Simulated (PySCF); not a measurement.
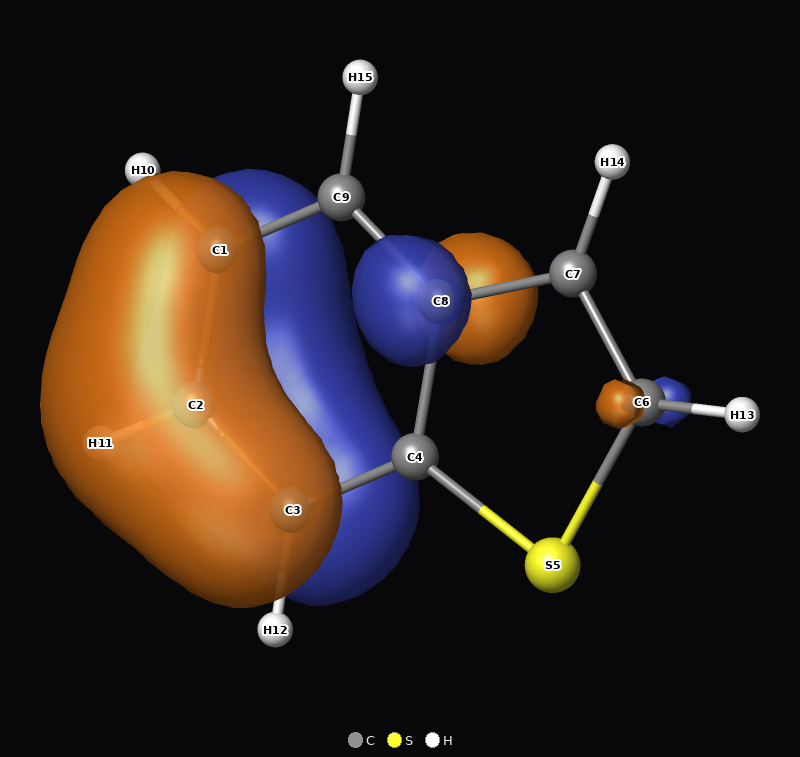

Figure 1: C₈H₆S, SMILES `c1ccc2sccc2c1`. Intrinsic bond orbitals (IBO), occupied; each surface holds about 80 % of the orbital's density. Energies are diagonal elements of the Fock matrix.

PySCF calculation, TPSS/cc-pVDZ, gas phase; geometry: GFN2-xTB. No frequency check shows the geometry to be a minimum. GFN2-xTB bond lengths at metals and heavier atoms can be off by up to 0.1 Å and shapes distorted, which carries into these values.

**What does this orbital represent?**

Delocalised π orbital mainly over C2, C3 and C1 (C2 50 %, C3 25 %, C1 19 %; −7.1 eV).

**How do all the valence pairs divide up?**

22 pairs: 16 σ bonds, 3 delocalised π orbitals, 1 lone pair, 1 two-centre π bond and 1 partly delocalised lone pair.
